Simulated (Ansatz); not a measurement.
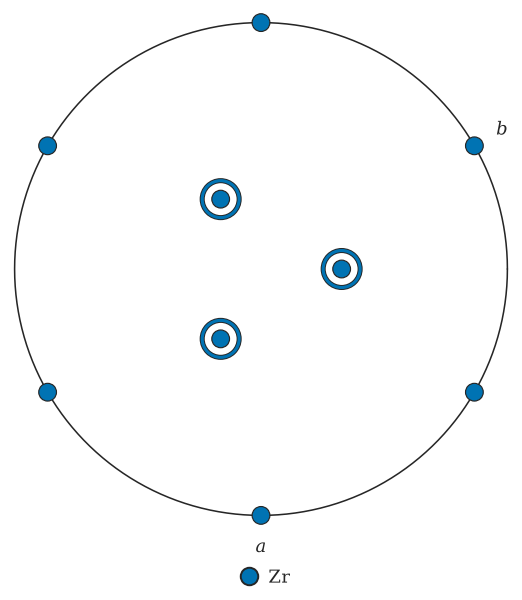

Crystal: Zr, the input geometry of an electronic-structure calculation (not necessarily at equilibrium). Directions from one zirconium atom at (1/3, 2/3, 3/4) to its bonded neighbours, in stereographic projection down c (filled: above the plane of the page or in it, open: below). All values are computed from the atomic coordinates in the standard setting (tolerance 0.002 Å).

Neighbours are counted up to 3.55 Å for Zr.

```
Zr
1.0
     3.24853    0.00000    0.00000
    -1.62427    2.81331    0.00000
     0.00000    0.00000    5.11585
Zr
2
Direct
  0.33333 0.66667 0.75000
  0.66667 0.33333 0.25000
```

Question: How many neighbours are there, and at what angles?

Answer: 12: 6 Zr at 3.17 Å, 6 Zr at 3.25 Å. Angles between bonds: 59° (12×), 60° (6×), 62° (6×), 90° (12×), 108° (3×), 120° (6×), 121° (12×), 146° (6×), 180° (3×).

Question: What is the site's symmetry in the crystal?

Answer: Point group -6m2 (D3h), order 12: one −6 axis, three twofold axes, four mirror planes. In No. 194, P6₃/mmc this is Wyckoff position 2d.
